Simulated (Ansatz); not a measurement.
# AlH5O (Al(H2O)H3): levels of theory compared

Wanted: a comparison of 6 runs (PBE/STO-3G, PBE0/STO-3G, r2SCAN0/STO-3G, MP2/STO-3G, BCCD(T)/STO-3G, FCI/STO-3G) of AlH5O (Al(H2O)H3). 

The results are computed with Ansatz 0.2.0.

53 further runs of the same task are left out: 1 that didn't finish, 52 set aside as unsound or not needed.

**1. The molecule**

The species is AlH5O (7 atoms), meant as a singlet with charge 0. SMILES: `[H][Al]([H])([H])<-[OH2]`. The H5–Al1 distance was set to 1.966 Å, away from the relaxed value.

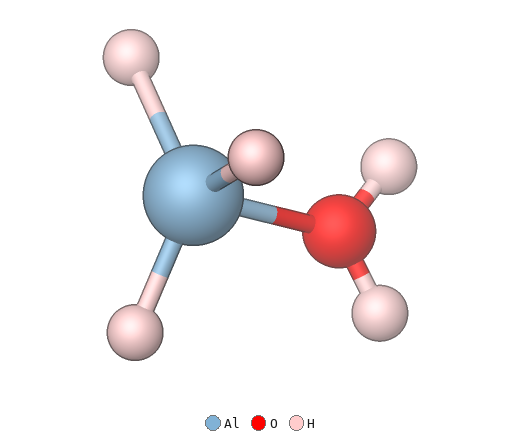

Viewed from a chosen angle; aluminium light blue, oxygen red, hydrogen pink.

**2. A single-point energy at PBE/STO-3G (run 1)**

molecule.yaml reads:

```yaml
crystal:
  periodic: [false, false, false]
  atoms:
    - {symbol: Al, position_ang: [-0.354076, -0.069110, -0.852903]}
    - {symbol: O, position_ang: [-0.417186, 0.032310, 1.034157]}
    - {symbol: H, position_ang: [-1.126946, -0.325270, 1.580927]}
    - {symbol: H, position_ang: [0.195714, 0.562380, 1.556387]}
    - {symbol: H, position_ang: [1.607200, -0.040110, -0.978390]}
    - {symbol: H, position_ang: [-1.127986, 1.239980, -1.244433]}
    - {symbol: H, position_ang: [-1.130196, -1.434980, -0.945163]}
basis:
  gaussian:
    orbitals: STO-3G
hamiltonian:
  xc: pbe
accuracy: high
```

Run with:

```
$ ansatz run molecule.yaml --threads 1 --pin off --max-ram 2610MiB --events-out events.jsonl --progress --plain --runs-dir runs
```

Standard output:

```text
Warning: RAYON_NUM_THREADS=1 ignored (pool sized by the plan → 1); use --threads N
Functional definition: PBE
  name "PBE"
  parameter kappa = 0.804
  parameter beta = 0.06672455060314922
  exchange = pbe_x(kappa = kappa, mu = beta*pi^2/3)
  correlation = pbe_c(beta = beta)
336 factors; integrals over basis functions are off by at most 4.7e-9 eV
mean field evaluation 1: about -8606.0319 eV, gradient 2.4e1 eV
mean field evaluation 2: about -8604.8878 eV, gradient 2.8e1 eV
mean field evaluation 4: about -8608.3269 eV, gradient 8.0e-1 eV
mean field evaluation 8: about -8608.2578 eV, gradient 1.1e-2 eV
mean field evaluation 16: about -8608.2578 eV, gradient 2.3e-8 eV
mean field -8608.25782293 eV, -316.3476401060 hartree, gradient 2.3e-8 eV, S^2 0.000000; 0 other end points of the search recorded, 0 dependent functions left out
reference -8608.25782506 eV, -316.3476401844 hartree; 13, 13 occupied and 6, 6 virtual orbitals, 336 factors
Total energy: -8608.25782506 eV, -316.3476401844 hartree
```

Wall time 1.1 s (1 thread of Arm Neoverse V2, shared host); peak memory 0.098 GiB.

**3. A single-point energy at PBE0/STO-3G (run 2)**

in.yaml reads:

```yaml
crystal:
  periodic: [false, false, false]
  atoms:
    - {symbol: Al, position_ang: [-0.354076, -0.069110, -0.852903]}
    - {symbol: O, position_ang: [-0.417186, 0.032310, 1.034157]}
    - {symbol: H, position_ang: [-1.126946, -0.325270, 1.580927]}
    - {symbol: H, position_ang: [0.195714, 0.562380, 1.556387]}
    - {symbol: H, position_ang: [1.607200, -0.040110, -0.978390]}
    - {symbol: H, position_ang: [-1.127986, 1.239980, -1.244433]}
    - {symbol: H, position_ang: [-1.130196, -1.434980, -0.945163]}
basis:
  gaussian:
    orbitals: STO-3G
hamiltonian:
  xc: pbe0
accuracy: high
```

Run with:

```
$ ansatz run in.yaml --threads 1 --pin off --max-ram 2610MiB --events-out events.jsonl --progress --plain --runs-dir runs
```

Standard output:

```text
Warning: RAYON_NUM_THREADS=1 ignored (pool sized by the plan → 1); use --threads N
Functional definition: PBE0
  name "PBE0"
  parameter a = 0.25
[... 2 set-up lines as earlier in the session ...]
  exchange = (1 - a)*pbe_x(kappa = kappa, mu = beta*pi^2/3) + a*exact_x
[... 1 set-up line as earlier in the session ...]
336 factors; integrals over basis functions are off by at most 4.7e-9 eV
mean field evaluation 1: about -8608.2161 eV, gradient 1.9e1 eV
mean field evaluation 2: about -8608.9043 eV, gradient 1.4e1 eV
mean field evaluation 4: about -8609.7741 eV, gradient 3.3e-1 eV
mean field evaluation 8: about -8609.7273 eV, gradient 2.8e-4 eV
mean field -8609.72733019 eV, -316.4016435016 hartree, gradient 4.0e-8 eV, S^2 0.000000; 0 other end points of the search recorded, 0 dependent functions left out
reference -8609.72733179 eV, -316.4016435604 hartree; 13, 13 occupied and 6, 6 virtual orbitals, 336 factors
Total energy: -8609.72733179 eV, -316.4016435604 hartree
```

Run time: 1.1 s. Hardware: 1 thread of Arm Neoverse V2, shared host; peak memory 0.099 GiB.

Runs 3 to 5 aren't shown in full; the table further down has their settings and results.

**4. A single-point energy at FCI/STO-3G (run 6)**

input.yaml reads:

```yaml
crystal:
  periodic: [false, false, false]
  atoms:
    - {symbol: Al, position_ang: [-0.354076, -0.069110, -0.852903]}
    - {symbol: O, position_ang: [-0.417186, 0.032310, 1.034157]}
    - {symbol: H, position_ang: [-1.126946, -0.325270, 1.580927]}
    - {symbol: H, position_ang: [0.195714, 0.562380, 1.556387]}
    - {symbol: H, position_ang: [1.607200, -0.040110, -0.978390]}
    - {symbol: H, position_ang: [-1.127986, 1.239980, -1.244433]}
    - {symbol: H, position_ang: [-1.130196, -1.434980, -0.945163]}
basis:
  gaussian: {orbitals: STO-3G}
correlation: {method: fci, frozen_orbitals: {Al: 5, H: 0, O: 1}}
accuracy: high
```

Run with:

```
$ ansatz run input.yaml --threads 1 --pin off --max-ram 2610MiB --events-out events.jsonl --progress --plain --runs-dir runs
```

Standard output:

```text
Warning: RAYON_NUM_THREADS=1 ignored (pool sized by the plan → 1); use --threads N
Functional definition: HF
  name "HF"
  exchange = exact_x
  correlation = 0
336 factors; integrals over basis functions are off by at most 4.7e-9 eV
mean field evaluation 1: about -8588.7444 eV, gradient 1.5e1 eV
mean field evaluation 2: about -8588.7746 eV, gradient 1.5e1 eV
mean field evaluation 4: about -8589.9399 eV, gradient 8.3e-1 eV
mean field evaluation 8: about -8589.9417 eV, gradient 1.1e-4 eV
mean field -8589.94172460 eV, -315.6745359075 hartree, gradient 2.1e-8 eV, S^2 0.000000; 0 other end points of the search recorded, 0 dependent functions left out
6 core orbitals not correlated: weight in the atoms' cores, before any rotation towards them, 0.999 or more for the frozen orbitals, at most 0.000 for the correlated occupied ones
reference -8589.94172460 eV, -315.6745359075 hartree; 7, 7 occupied and 6, 6 virtual orbitals, 336 factors
state -8593.08494361 eV, -315.7900470755 hartree
Total energy: -8593.08494361 eV, -315.7900470755 hartree
```

It took 11 s on 1 thread of Arm Neoverse V2, shared host; peak memory 0.28 GiB.

**5. All runs side by side**

```tsv
run	level	frozen core orbitals	energy (Eh)	wall time
1	PBE/STO-3G	–	-316.347640	1.1 s
2	PBE0/STO-3G	–	-316.401644	1.1 s
3	r2SCAN0/STO-3G	–	-316.531591	2.2 s
4	MP2/STO-3G	6	-315.756172	0.1 s
5	BCCD(T)/STO-3G	6	-315.789743	0.16 s
6	FCI/STO-3G	6	-315.790047	11 s
```

**6. Outcome**

| quantity | value |
| --- | --- |
| run 6: total energy | -315.79005 Eh |
| run 6: correlation energy (6 core orbitals frozen) | -115.5 mEh |

In words: Against full CI in this basis: MP2 +33.9 mEh; BCCD(T) +0.3 mEh. Totals of different functionals can't be ranked against each other. In runs 1, 2, 3, 4, 5, 6 the basis is minimal, so the values are rough. All runs together took 15 s, the longest 11 s.
